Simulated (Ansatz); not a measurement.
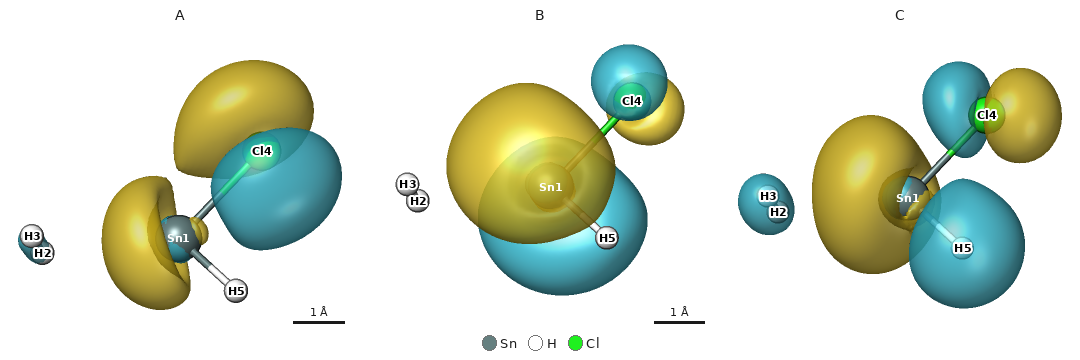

Figure 1: ClHSn···H2. Three frontier orbitals at ±0.08 Å⁻³ᐟ² (yellow and cyan are the two phases), in no order.

Core potentials replace the inner electrons of Sn; not at a stationary point (largest force 1.7 eV/Å).

Theory: RKS PBE0-D4/def2-SVP in Ansatz.

```xyz
5

Sn   -0.2702   -0.0269   -0.1987
H     1.9092   -0.0004    1.7895
H     2.3237    0.0009    1.2063
Cl   -1.5195    1.8254   -1.0721
H    -1.3394   -1.2522   -0.9435
```

> Which picture is the HOMO−1, the HOMO and the LUMO?

A is the HOMO−1 (−8.51 eV). It lies mainly on Cl4 (about 80 %) and Sn1 (about 15 %). C is the HOMO (−6.68 eV). By Hirshfeld shares it lies mainly on Sn1 (about 50 %), H5 (about 25 %) and Cl4 (about 20 %). B is the LUMO (−2.99 eV). Its weight (Hirshfeld) is mainly on Sn1 (about 85 %) and Cl4 (about 10 %).

> What is the HOMO–LUMO gap?

3.69 eV between the orbital energies.
